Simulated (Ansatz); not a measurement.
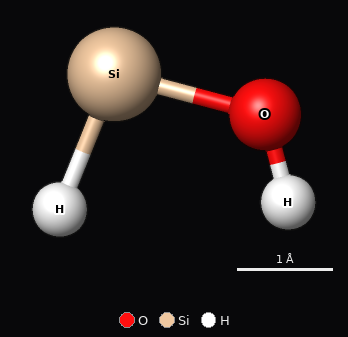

Figure 1. The starting structure (ball-and-stick view, seen on its broad side).

## Geometry relaxation, with input and output: SiH$_{2}$O

- system: SiH$_{2}$O
- method: RHF-CCSD(T), frozen core/cc-pV(T+d)Z (Ansatz 0.2.0)

### Output
```
The last accepted step is kept in [file] (removed where the run ends without a failure and the disk answers)
Engine: ansatz 0.2.0, x86_64-unknown-linux-gnu
Functional definition: HF
  exchange = exact_x
  correlation = 0
674 factors; integrals over basis functions are off by at most 4.2e-4 eV
mean field evaluation 1: about -9929.8950 eV, gradient 3.4e1 eV
mean field evaluation 2: about -9929.8953 eV, gradient 3.4e1 eV
mean field evaluation 4: about -9932.0240 eV, gradient 2.1e0 eV
mean field evaluation 8: about -9932.0461 eV, gradient 2.9e-2 eV
mean field evaluation 16: about -9932.0448 eV, gradient 3.6e-1 eV
mean field -9932.04609392 eV, -364.9959617691 hartree, gradient 1.4e-6 eV, S^2 0.000000; 0 other end points of the search recorded, 0 dependent functions left out; unrestricted orbitals would lower it
6 core orbitals not correlated: weight in the atoms' cores, before any rotation towards them, 1.000 or more for the frozen orbitals, at most 0.000 for the correlated occupied ones
reference -9932.04609392 eV, -364.9959617691 hartree; 6, 6 occupied and 85, 85 virtual orbitals, 674 factors
second order -9.46848570 eV of doubles, -0.00000000 eV of singles
cycle   1  -9.64629777 eV  change   -1.8e-1 eV  update   8.3e-2
cycle   2  -9.94408739 eV  change   -3.0e-1 eV  update   2.9e-2
cycle   3  -10.02689097 eV  change   -8.3e-2 eV  update   1.7e-2
cycle   4  -10.01345331 eV  change    1.3e-2 eV  update   4.3e-3
cycle   5  -10.01418263 eV  change   -7.3e-4 eV  update   1.9e-3
cycle   6  -10.01457464 eV  change   -3.9e-4 eV  update   5.5e-4
cycle   7  -10.01418903 eV  change    3.9e-4 eV  update   2.1e-4
cycle   8  -10.01422693 eV  change   -3.8e-5 eV  update   7.0e-5
cycle   9  -10.01425562 eV  change   -2.9e-5 eV  update   2.2e-5
cycle  10  -10.01424317 eV  change    1.2e-5 eV  update   7.9e-6
cycle  11  -10.01424861 eV  change   -5.4e-6 eV  update   3.1e-6
perturbative correction -0.35948742 eV, -0.0132109189 hartree
the calculation of the forces begins
relax step   1: F+E_penalty+E_count = -9942.41982996 eV  Δ(F+E_penalty+E_count) = +0.000e0 eV  max|allowed force component| = 1.886e-1 eV/Å  Δτ_max = 0.0000 Å  (43 SCF iters, accepted)
these checks for a lower state are left out or cut short: starts, cluster_reference, orbital_swaps, neighbouring_geometries, increment
674 factors; integrals over basis functions are off by at most 3.9e-4 eV
mean field evaluation 32: about -9932.0453 eV, gradient 1.8e-6 eV
mean field -9932.04531302 eV, -364.9959330713 hartree, gradient 1.8e-6 eV, S^2 0.000000; 0 other end points of the search recorded, 0 dependent functions left out; unrestricted orbitals would lower it
[... from here on the field's lines of each further geometry are left out, up to the last ...]
relax step   2: F+E_penalty+E_count = -9942.42117570 eV  Δ(F+E_penalty+E_count) = -1.346e-3 eV  max|allowed force component| = 8.223e-2 eV/Å  Δτ_max = 0.0112 Å  (31 SCF iters, accepted)
relax step   3: F+E_penalty+E_count = -9942.42150533 eV  Δ(F+E_penalty+E_count) = -3.296e-4 eV  max|allowed force component| = 7.823e-2 eV/Å  Δτ_max = 0.0041 Å  (32 SCF iters, accepted)
relax step   4: F+E_penalty+E_count = -9942.42154176 eV  Δ(F+E_penalty+E_count) = -3.643e-5 eV  max|allowed force component| = 1.226e-1 eV/Å  Δτ_max = 0.0137 Å  (32 SCF iters, accepted)
relax step   5: F+E_penalty+E_count = -9942.42216650 eV  Δ(F+E_penalty+E_count) = -6.247e-4 eV  max|allowed force component| = 2.448e-2 eV/Å  Δτ_max = 0.0097 Å  (32 SCF iters, accepted)
relax step   6: F+E_penalty+E_count = -9942.42217716 eV  Δ(F+E_penalty+E_count) = -1.066e-5 eV  max|allowed force component| = 5.488e-3 eV/Å  Δτ_max = 0.0008 Å  (28 SCF iters, accepted)
6 core orbitals not correlated: weight in the atoms' cores, before any rotation towards them, 1.000 or more for the frozen orbitals, at most 0.000 for the correlated occupied ones
reference -9932.03984613 eV, -364.9957321670 hartree; 6, 6 occupied and 85, 85 virtual orbitals, 674 factors
second order -9.47796343 eV of doubles, -0.00000000 eV of singles
cycle   1  -9.65196312 eV  change   -1.7e-1 eV  update   8.3e-2
cycle   2  -9.95043675 eV  change   -3.0e-1 eV  update   3.0e-2
cycle   3  -10.03425213 eV  change   -8.4e-2 eV  update   1.7e-2
cycle   4  -10.02069967 eV  change    1.4e-2 eV  update   4.3e-3
cycle   5  -10.02140142 eV  change   -7.0e-4 eV  update   1.9e-3
cycle   6  -10.02181075 eV  change   -4.1e-4 eV  update   5.5e-4
cycle   7  -10.02141843 eV  change    3.9e-4 eV  update   2.1e-4
cycle   8  -10.02145573 eV  change   -3.7e-5 eV  update   7.1e-5
cycle   9  -10.02148469 eV  change   -2.9e-5 eV  update   2.2e-5
cycle  10  -10.02147225 eV  change    1.2e-5 eV  update   7.9e-6
cycle  11  -10.02147769 eV  change   -5.4e-6 eV  update   3.1e-6
perturbative correction -0.36085426 eV, -0.0132611494 hartree
the calculation of the forces begins
relax step   7: F+E_penalty+E_count = -9942.42217808 eV  Δ(F+E_penalty+E_count) = -9.193e-7 eV  max|allowed force component| = 6.144e-5 eV/Å  Δτ_max = 0.0002 Å  (24 SCF iters, accepted)
674 factors; integrals over basis functions are off by at most 4.2e-4 eV
mean field evaluation 96: about -9929.8813 eV, gradient 3.4e1 eV
mean field -9932.03984613 eV, -364.9957321670 hartree, gradient 2.8e-6 eV, S^2 0.000000; 1 other end points of the search recorded, 0 dependent functions left out; unrestricted orbitals would lower it
6 core orbitals not correlated: weight in the atoms' cores, before any rotation towards them, 1.000 or more for the frozen orbitals, at most 0.000 for the correlated occupied ones
reference -9932.03984613 eV, -364.9957321670 hartree; 6, 6 occupied and 85, 85 virtual orbitals, 674 factors
second order -9.47796343 eV of doubles, -0.00000000 eV of singles
cycle   1  -9.65196312 eV  change   -1.7e-1 eV  update   8.3e-2
cycle   2  -9.95043675 eV  change   -3.0e-1 eV  update   3.0e-2
cycle   3  -10.03425213 eV  change   -8.4e-2 eV  update   1.7e-2
cycle   4  -10.02069967 eV  change    1.4e-2 eV  update   4.3e-3
cycle   5  -10.02140142 eV  change   -7.0e-4 eV  update   1.9e-3
cycle   6  -10.02181075 eV  change   -4.1e-4 eV  update   5.5e-4
cycle   7  -10.02141845 eV  change    3.9e-4 eV  update   2.1e-4
cycle   8  -10.02145571 eV  change   -3.7e-5 eV  update   7.1e-5
cycle   9  -10.02148469 eV  change   -2.9e-5 eV  update   2.2e-5
cycle  10  -10.02147228 eV  change    1.2e-5 eV  update   7.9e-6
cycle  11  -10.02147770 eV  change   -5.4e-6 eV  update   3.1e-6
```

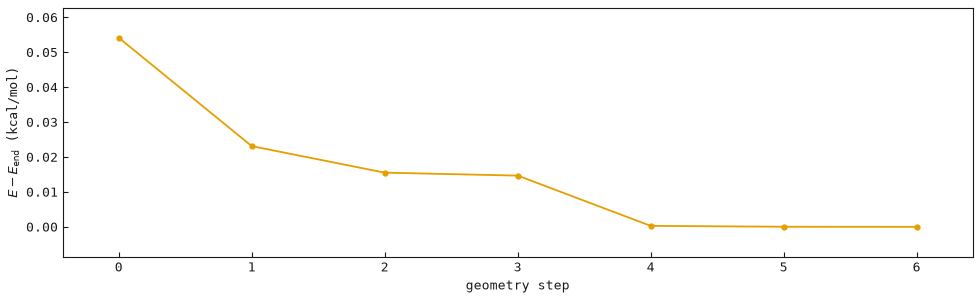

Figure 2. Progress of the relaxation, step by step (the first geometry is step 0 here and step 1 in the log).

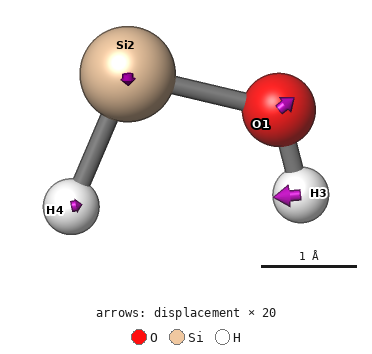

Figure 3. The starting structure with the displacements as pink arrows, magnified 20 times (ball-and-stick view, seen at a tilt). The two geometries are laid on each other by the best rigid fit. The atom that moves furthest after the best rigid fit is H3 (0.015 Å). By element the largest moves are H 0.015 Å, O 0.011 Å, Si 0.007 Å. Among the contacts that change: Si2–H4 1.548 → 1.538 Å, O1–Si2 1.652 → 1.657 Å. After 6 geometry steps the energy has fallen by 0.05 kcal/mol. Largest force component: 0.19 eV/Å at the start, under 0.0001 eV/Å at the end. (Atoms are counted from 1 in the order of the input.)

```
perturbative correction -0.36085426 eV, -0.0132611495 hartree
the calculation of the forces begins
Total energy: -9942.42217810 eV, -365.3772758293 hartree
Atom 0 at    -1.034960    -0.204393     0.011322 Å, force     0.000008    -0.000061    -0.000012 eV/Å
Atom 1 at     0.558818     0.248293     0.018910 Å, force     0.000002    -0.000034    -0.000006 eV/Å
Atom 2 at    -1.222720    -1.131734    -0.152678 Å, force     0.000025     0.000061     0.000010 eV/Å
Atom 3 at     1.179942    -1.129545    -0.268184 Å, force    -0.000034     0.000033     0.000008 eV/Å
Dipole moment:    -0.032290    -0.316707    -0.057545 e Å
```

### Trajectory as extended XYZ (Å, eV, eV/Å), 7 frames, from step=1 to step=7
```
4
Properties=species:S:1:pos:R:3:forces:R:3 step=1 energy=-9942.41983
O    -1.0263   -0.2105    0.0098   -0.1451   0.1568   0.0363
Si    0.5593    0.2548    0.0201    0.0964  -0.1886  -0.0398
H    -1.2378   -1.1309   -0.1518    0.0559  -0.0944  -0.0203
H     1.1859   -1.1307   -0.2687   -0.0073   0.1262   0.0239
4
Properties=species:S:1:pos:R:3:forces:R:3 step=2 energy=-9942.42118
O    -1.0311   -0.2076    0.0105   -0.0822   0.0379   0.0110
Si    0.5588    0.2464    0.0186    0.0774  -0.0158  -0.0067
H    -1.2431   -1.1292   -0.1512    0.0427  -0.0430  -0.0101
H     1.1964   -1.1270   -0.2685   -0.0379   0.0209   0.0057
4
Properties=species:S:1:pos:R:3:forces:R:3 step=3 energy=-9942.42151
O    -1.0310   -0.2073    0.0106   -0.0782   0.0209   0.0077
Si    0.5595    0.2467    0.0186    0.0535  -0.0029  -0.0031
H    -1.2398   -1.1300   -0.1515    0.0430  -0.0189  -0.0056
H     1.1924   -1.1267   -0.2682   -0.0183   0.0010   0.0011
4
Properties=species:S:1:pos:R:3:forces:R:3 step=4 energy=-9942.42154
O    -1.0392   -0.2034    0.0117    0.0865   0.0778   0.0104
Si    0.5570    0.2438    0.0182    0.0018   0.0634   0.0117
H    -1.2262   -1.1287   -0.1519   -0.0422  -0.1226  -0.0208
H     1.1894   -1.1290   -0.2685   -0.0461  -0.0187  -0.0013
4
Properties=species:S:1:pos:R:3:forces:R:3 step=5 energy=-9942.42217
O    -1.0348   -0.2041    0.0114   -0.0211  -0.0147  -0.0017
Si    0.5583    0.2482    0.0189    0.0245   0.0076   0.0002
H    -1.2221   -1.1317   -0.1527   -0.0020   0.0057   0.0012
H     1.1797   -1.1297   -0.2682   -0.0013   0.0014   0.0003
4
Properties=species:S:1:pos:R:3:forces:R:3 step=6 energy=-9942.42218
O    -1.0350   -0.2044    0.0113    0.0047   0.0022   0.0002
Si    0.5589    0.2483    0.0189   -0.0055  -0.0025  -0.0002
H    -1.2229   -1.1318   -0.1527    0.0008  -0.0001  -0.0001
H     1.1800   -1.1295   -0.2682    0.0000   0.0003   0.0001
4
Properties=species:S:1:pos:R:3:forces:R:3 step=7 energy=-9942.42218
O    -1.0350   -0.2044    0.0113    0.0000  -0.0001   0.0000
Si    0.5588    0.2483    0.0189    0.0000   0.0000   0.0000
H    -1.2227   -1.1317   -0.1527    0.0000   0.0001   0.0000
H     1.1799   -1.1295   -0.2682    0.0000   0.0000   0.0000
```

The run was set up as follows.

### The input
```yaml
crystal:
  periodic: [false, false, false]
  atoms:
    - { symbol: O, position_ang: [-1.02626836, -0.21051678, 0.0097607] }
    - { symbol: Si, position_ang: [0.55930163, 0.25475309, 0.02009165] }
    - { symbol: H, position_ang: [-1.23780785, -1.13090292, -0.15179527] }
    - { symbol: H, position_ang: [1.18585457, -1.13071339, -0.26868708] }
basis:
  gaussian: { orbitals: "cc-pV(T+d)Z.json" }
correlation:
  method: ccsd_t
relax:
  f_tol: 0.002
  max_steps: 40
```

Run as:
```bash
ansatz run input.yaml --threads 2 --pin off --max-ram 5120MiB --backend cpu --events-out ev --progress --plain --runs-dir out
```

### Results in brief

- outcome: converged
- total energy: −9942.4222 eV
- mean-field energy: −9932.0398 eV
- CCSD correlation: −10.0215 eV
- (T) correction: −0.3609 eV
- T1 diagnostic: 0.016
- SCF solution under orbital rotations: stable within restricted orbitals
- largest force (length of the vector) at the end: under 0.001 eV/Å
- hardware: 2 threads of Intel Xeon @ 2.50GHz (Skylake/Cascade Lake), 189 GiB of memory available, shared host
- wall time: 2 min (CPU time 3.7 min)
- peak memory: 0.48 GiB
